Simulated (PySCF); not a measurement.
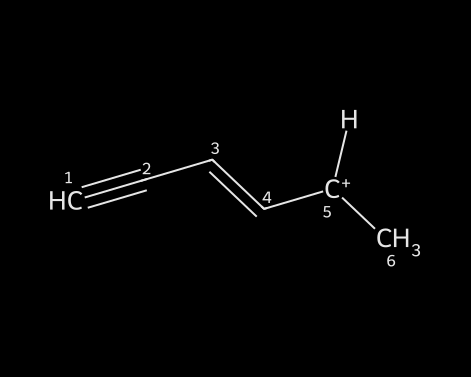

Skeletal drawing with numbered atoms; wedges and dashes mark any stereocentres. The configuration is that of a computed structure (PBE0-D3(BJ)/def2-SVP).

**Assign CIP descriptors.**

C3=C4: E.

**Give a SMILES with the stereochemistry.**

C#C/C=C/[CH+]C
